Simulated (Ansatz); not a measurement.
The compound is AlGeO₃ (space group R-3c, No. 167), taken as the geometry relaxed (final pressure about 31 GPa) with DFT, PAW plane waves, pbe (Ansatz); the starting structure was generated, so it need not be a known form of this composition.

```cif
data_structure
_symmetry_space_group_name_H-M 'R-3c:H'
_symmetry_Int_Tables_number 167
_cell_length_a 4.9691
_cell_length_b 4.9691
_cell_length_c 12.0952
_cell_angle_alpha 90.000
_cell_angle_beta 90.000
_cell_angle_gamma 120.000
_cell_volume 258.65
loop_
_atom_site_label
_atom_site_type_symbol
_atom_site_symmetry_multiplicity
_atom_site_Wyckoff_symbol
_atom_site_fract_x
_atom_site_fract_y
_atom_site_fract_z
_atom_site_occupancy
O1 O 18 e 0.60764 0.00000 0.25000 1
Ge1 Ge 6 a 0.33333 0.66667 0.91667 1
Al1 Al 6 b 0.00000 0.00000 0.00000 1
```

Describe how the polyhedra about Al and Ge are linked (bonds: Al–O below 2.1 Å and Ge–O below 2.2 Å).

Al: AlO6 octahedron, sharing corners with twelve neighbours; Ge: GeO3 triangle, sharing corners with six neighbours.

They form a three-dimensional framework of corner-sharing octahedra and triangles.

Centre to centre across a shared corner: 3.04 to 3.51 Å.

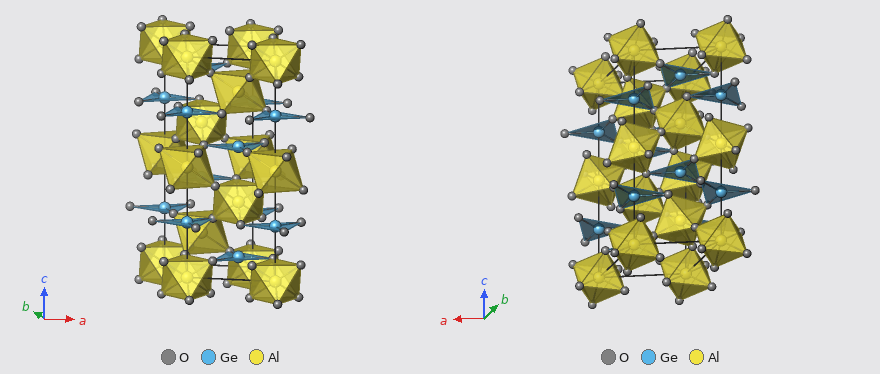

Polyhedra are drawn about Al and Ge (bonds: Al–O below 2.1 Å and Ge–O below 2.2 Å); other atoms are plain spheres. Two views of the same piece.
